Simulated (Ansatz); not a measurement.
The starting structures come from a database of crystals and need not be the phases stable at ambient conditions.

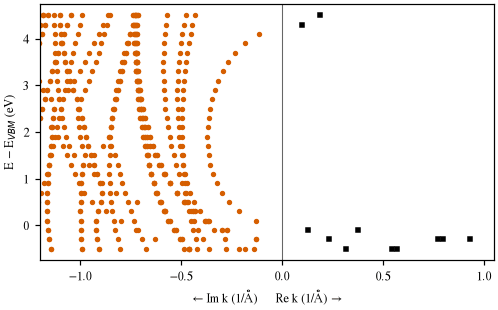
Complex bands at the centre of the two-dimensional zone; Ansatz (a quantum-chemistry and plane-wave program) with PBEsol

The gap is the functional's own. No spin-orbit coupling. Mid-gap values are interpolated on the energy grid.

**Question.** This is Mg₃Si₂H₄O₉ (P31m, not sure to be the ambient phase, 18 atoms a cell, 9.9 Å³ an atom) along the normal of (110). Read off the slowest decay at the centre of the two-dimensional zone at 2.10 eV, the computed energy nearest the middle of the gap.

**Answer.** κ ≈ 0.37 1/Å, a decay length 1/(2κ) of the density of 1.4 Å.
